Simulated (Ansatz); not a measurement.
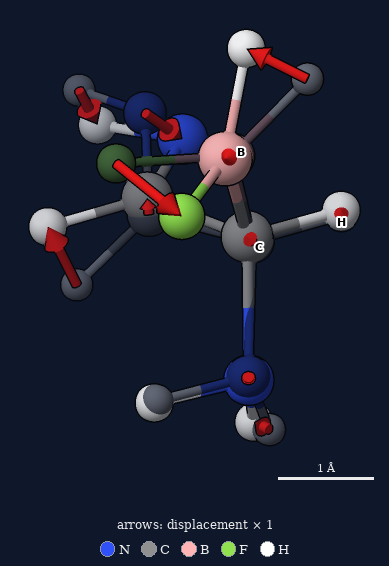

This is a relaxation of C2H6BFN2. The starting structure is drawn faded, the final one solid; red arrows show the displacements, at their true length. The two geometries are superimposed by the best rigid fit.

Style: ball-and-stick. Shown from a free direction.

The run prepares an end point of a later path (torsion) calculation, from a guessed geometry.

These are results of Ansatz 0.2.0, RKS B3LYP/STO-3G, not measurements. Settings: no spin polarisation; force threshold 0.015 eV/Å; at most 40 steps.

Q: Describe the change and its energy.

A: The largest move after the best rigid fit is that of the F atom, 0.99 Å. By element the largest moves are F 0.99 Å, H 0.81 Å, N 0.66 Å, C 0.18 Å, B 0.17 Å. Some distances before and after: B–F 1.451 → 1.310 Å, C–N 1.228 → 1.315 Å, H–N 1.022 → 1.079 Å, C–H 1.056 → 1.108 Å. Among the angles between lasting bonds that change: C–N–H 124.8° → 106.3°, N–C–B 104.7° → 111.1°, N–C–H 112.8° → 107.3°. Groups turn about B–C by about 45°, C–C by about 45°. The energy falls by 133.7 kJ/mol in 29 accepted moves (32 points after the start). Largest force component: 6.1 eV/Å at the start, 0.0087 eV/Å at the end. The line search rejected the trial steps at points 8, 11, 31 of the run.

Limits of the set-up: STO-3G is a minimal basis, so the numbers are rough.
